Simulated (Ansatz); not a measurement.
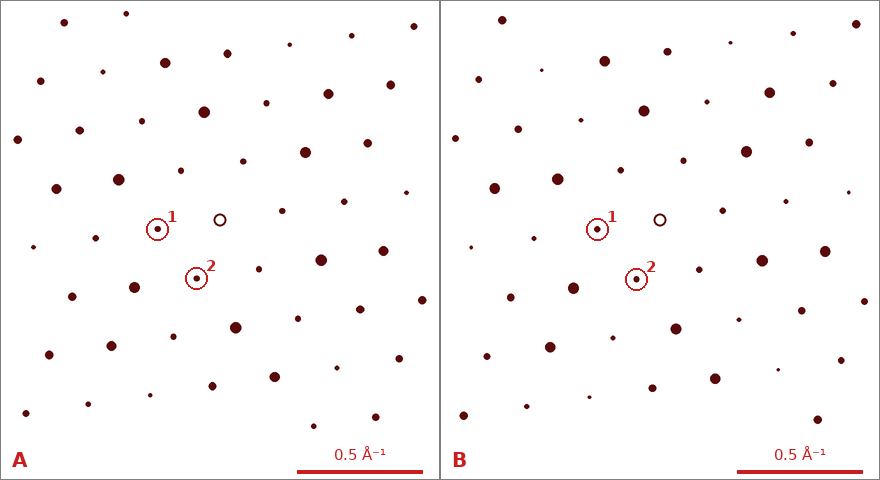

Kinematic electron diffraction patterns (120 kV, B = 0.5 Å², same scale) along [111] of the run's own cell, for the start and the end of one relaxation of HfBr with Ansatz, DFT PBE, scalar-relativistic, plane waves, PAW. k mesh 8×8×8. The start is a generated model structure, and the relaxation ends in the nearest stationary point of its symmetry, not necessarily the ground state. Spot 1 is -1 0 1 and spot 2 is 0 -1 1 in both.

Start structure:

```
Hf Br
1.0
     5.55751    0.00000    0.00000
     0.00000    5.55751    0.00000
     0.00000    0.00000    5.55751
Hf Br
4 4
Direct
  0.15466 0.15466 0.15466
  0.34534 0.84534 0.65466
  0.65466 0.34534 0.84534
  0.84534 0.65466 0.34534
  0.87472 0.87472 0.87472
  0.62528 0.12528 0.37472
  0.37472 0.62528 0.12528
  0.12528 0.37472 0.62528
```

> Which pattern belongs to the start structure, and which to the relaxed one?

B is the start: its cell gives d(1) = 3.930 Å, d(2) = 3.930 Å and an angle of 60.0°. A is the relaxed structure, with d(1) = 3.975 Å (+1.1 %), d(2) = 3.975 Å (+1.1 %) and 60.0°.

> Name reflections whose intensity changes strongly on relaxation.

2 -2 0 goes from 2.3 to 8.2 % of the strongest spot.

> Summarise the relaxation behind the change.

The volume changed by +3.5 % to 22.20 Å³ an atom; with the mean shift removed, the atoms moved by up to 0.17 Å relative to the cell (Br most); the space group stayed P2_13 (No. 198); the free energy fell by 6 meV an atom. Relaxed cell: a = 5.621 Å, b = 5.621 Å, c = 5.621 Å, α = 90.00°, β = 90.00°, γ = 90.00°.
